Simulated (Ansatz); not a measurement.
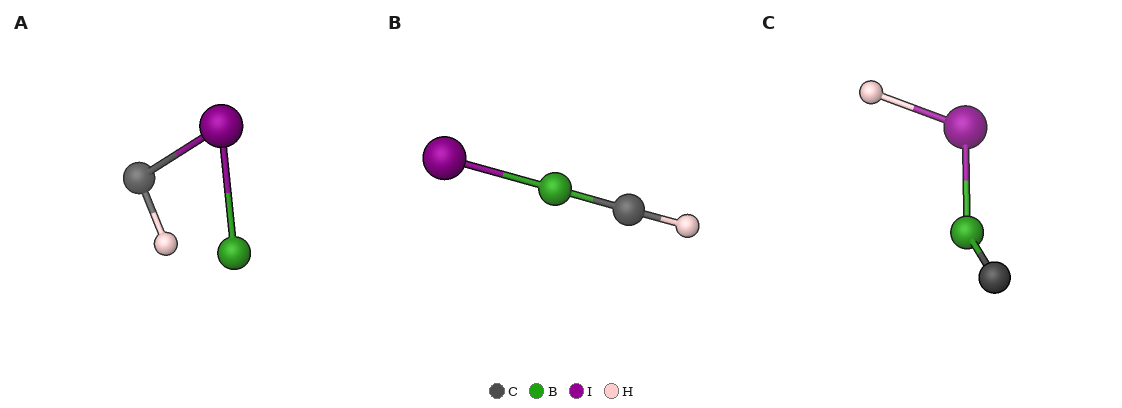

3 stationary structures of one formula. Charge 0, doublet. Geometries: PBE-D4/def2-SVP. Electronic energies: PBE-D4/def2-SVP (Ansatz 0.2.0), without zero-point energy. No frequency run is at hand to confirm each as a minimum.

Question: Which structure is the most stable?

Answer: B is lowest (C∞v); C lies 439.5 kJ/mol above it, A lies 456.2 kJ/mol above it (Cs).
